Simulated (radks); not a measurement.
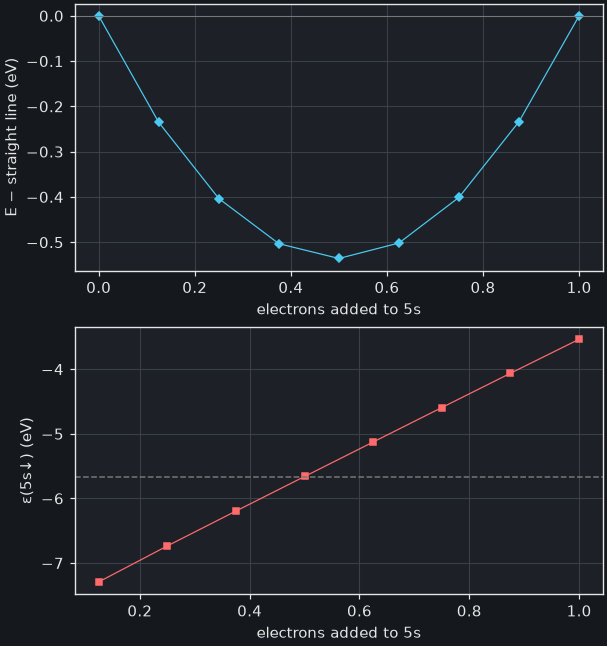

The occupation of the 5s shell is varied from Sr⁺ ([Kr] 5s1 (high spin)) to Sr ([Kr] 5s2), with spherical fractional occupations. The plot shows the total energy less the straight line between the end points, and the eigenvalue of 5s↓ (the dashed line is minus the energy to take the whole electron out). The values are computed.

### Was this Hartree-Fock or a semilocal functional, and how does the plot tell?

It was a semilocal functional (LDA, GGA or meta-GGA): scalar-relativistic Kohn-Sham, PBEsol, spin-polarised, spherical densities, finite nucleus, computed with the in-house radial solver radks. The curve is convex (below the straight line), with the largest deviation among the points computed, −0.54 eV, at 0.5. The end points differ by 5.67 eV, the energy to take the electron out. The eigenvalue, which is the slope of the energy (Janak's theorem), moves from −7.29 eV at 0.125 to −3.54 eV at 1; for a straight line it would stay constant, and a parabola would sag by an eighth of this change, scaled to a whole electron, 0.54 eV. Convexity is the delocalisation error: fractional charges are too low in energy. For an s shell Hartree-Fock would as a rule bend the other way.
